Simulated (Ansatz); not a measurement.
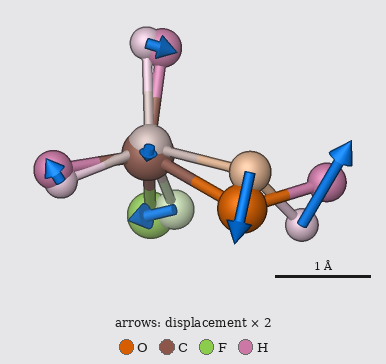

A relaxation of CH3FO. The starting structure is drawn faded, the final one solid; blue arrows show the displacements, 2 times their true length. The two geometries are superimposed by the best rigid fit.

A ball-and-stick model, seen from a free direction.

The run prepares the start of a later molecular dynamics calculation, from a guessed geometry.

The calculation used RKS revPBE/STO-3G (Ansatz). Settings: no spin polarisation; force threshold 0.02 eV/Å; at most 40 steps.

Describe the change and its energy.

An H atom moves most after the best rigid fit: 0.55 Å. By element the largest moves are H 0.55 Å, O 0.39 Å, F 0.30 Å, C 0.10 Å. Some distances before and after: C–O 1.393 → 1.476 Å, C–F 1.370 → 1.420 Å, C–H 1.087 → 1.132 Å, H–O 0.998 → 1.041 Å. Bond angles that change, for instance: O–C–H 110.5° → 104.7°, O–C–F 107.0° → 112.1°, O–C–H 108.2° → 112.0°. Groups turn about C–O by about 65°. The energy falls by 13.0 kcal/mol in 11 accepted moves (13 points after the start). Largest force component: 4 eV/Å at the start, 0.0065 eV/Å at the end. The line search rejected the trial steps at points 6, 12 of the run. Cost: 10 s on 1 thread of Arm Neoverse V2, with other jobs on the host, peak memory 0.1 GiB.

Limits of the set-up: STO-3G is a minimal basis, so the numbers are rough.
